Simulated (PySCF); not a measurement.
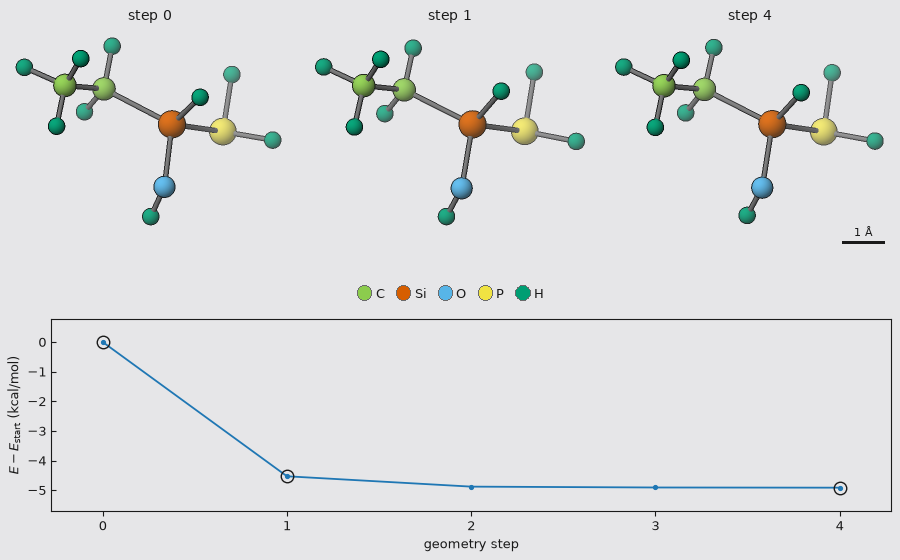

Frames of a relaxation of C2H9OPSi, marked on the history of the run. The picture is a ball-and-stick view, seen at a tilt.

The start comes from GFN2-xTB. Its atoms were then displaced at random by about 0.01 Å.

Level of theory: PySCF, PBE0-D3(BJ)/def2-SVP geometry optimisation, gas phase. 

> What happens along the run?

The energy falls by 4.91 kcal/mol in 4 geometry steps. The largest move after the best rigid fit is that of an H atom, 0.14 Å. Largest moves by element: H 0.14 Å, O 0.07 Å, P 0.03 Å, Si 0.02 Å, C 0.02 Å. Among the contacts that change: H–P 1.373 → 1.428 Å, O–Si 1.617 → 1.672 Å, C–H 1.071 → 1.101 Å, H–O 0.941 → 0.962 Å. Among the angles between lasting bonds that change: Si–O–H 122.9° → 116.4°, O–Si–H 100.4° → 104.3°, H–C–H 110.3° → 107.0°. The run took 51 s on 1 thread of Arm Neoverse N1, with other jobs on the host. From step 0 to 1: an H atom moves most (0.19 Å), energy −4.53 kcal/mol. From step 1 to 4: an H atom moves most (0.06 Å), energy −0.38 kcal/mol.
